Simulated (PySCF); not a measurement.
## Electronic structure of C₅HF₃N₂O in real space

```xyz
12

C     3.5719    0.5196   -0.0253
C     2.4342    0.1624    0.1131
C     1.0998   -0.2432    0.2650
N     0.6604   -1.2763    0.9269
N    -0.6661   -1.2857    0.8095
C    -0.9876   -0.2634    0.0853
C    -2.3579    0.1656   -0.3330
F    -3.2954   -0.6497    0.1341
F    -2.4739    0.1961   -1.6673
F    -2.6375    1.3999    0.1064
O     0.0828    0.4506   -0.3005
H     4.5705    0.8234   -0.1402
```

Geometry: GFN2-xTB.

These are results of PySCF, PBE0/pcSseg-1, SCF density, gas phase, non-relativistic, not measurements.

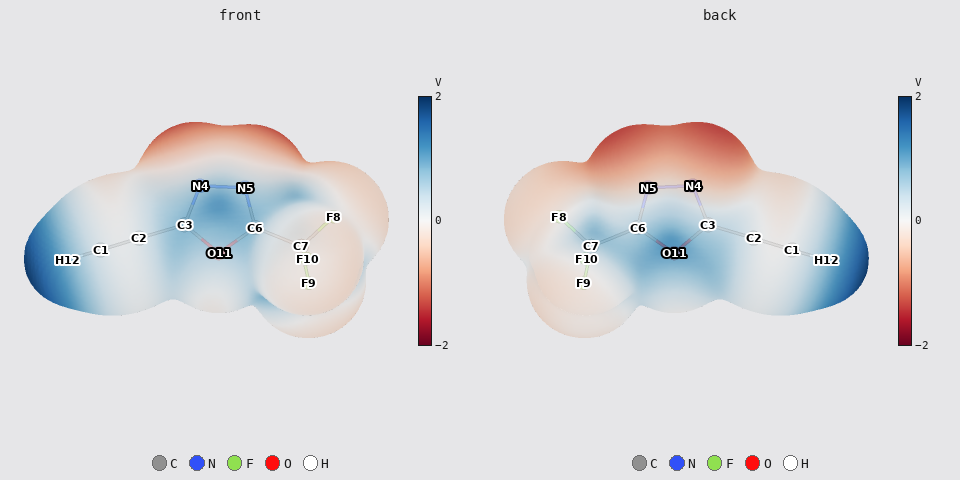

Figure 1. The electrostatic potential painted on the density surface at 0.001 e/bohr³, seen from the front and from behind; the colour scale runs from red (negative) to blue (positive).

Q: Where is the surface potential most negative and most positive?

A: The most negative region (about −1.3 V) lies over N4 and N5, the most positive (about +1.9 V) over H12.

Q: What dipole moment does the calculation give?

A: Its dipole moment is 3.70 D.

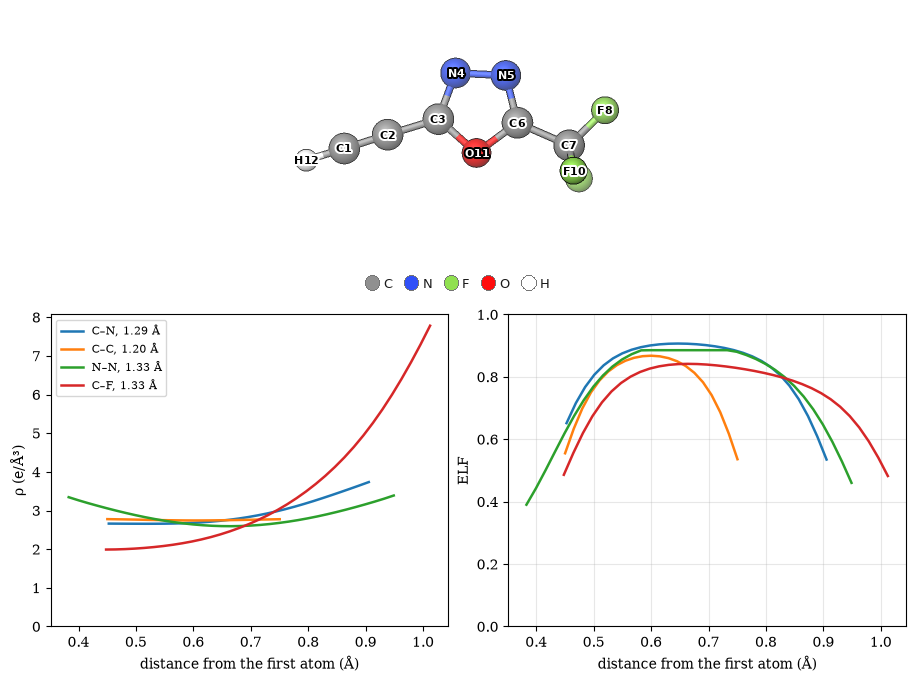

Figure 2. Total electron density and electron localisation function along straight lines between neighbouring atoms. The curves leave out the atomic cores. The structure is drawn too.

Q: What kind of bonding do the profiles show?

A: C–N (1.29 Å): ρ is about 2.7 e/Å³ halfway; the ELF peaks at about 0.90 between the atoms: localised, covalent bonding.
C–C (1.20 Å): ρ is about 2.7 e/Å³ halfway; the ELF peaks at about 0.85 between the atoms; a short, multiple covalent bond.
N–N (1.33 Å): the density is about 2.6 e/Å³ at the midpoint; the ELF peaks at about 0.90 between the atoms: localised, covalent bonding.
C–F (1.33 Å): the density is about 2.5 e/Å³ at the midpoint; the ELF peaks at about 0.85 between the atoms: a polar covalent bond.
